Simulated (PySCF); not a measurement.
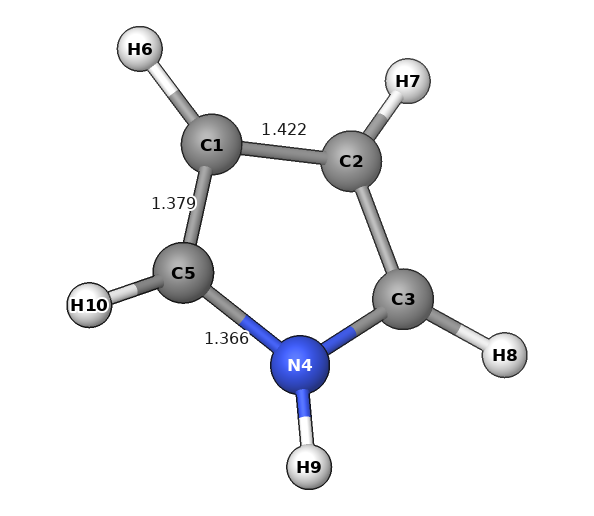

Bond lengths are marked in Å; every bond is drawn as one stick. The geometry was computed by an optimisation with PBE0-D3(BJ)/def2-SVP. No frequency run is at hand to confirm it as a minimum.

Q: Assign a bond order to each marked bond.

A: C1–C2 aromatic; C1–C5 aromatic; N4–C5 aromatic.

Q: Write the SMILES.

A: c1cc[nH]c1
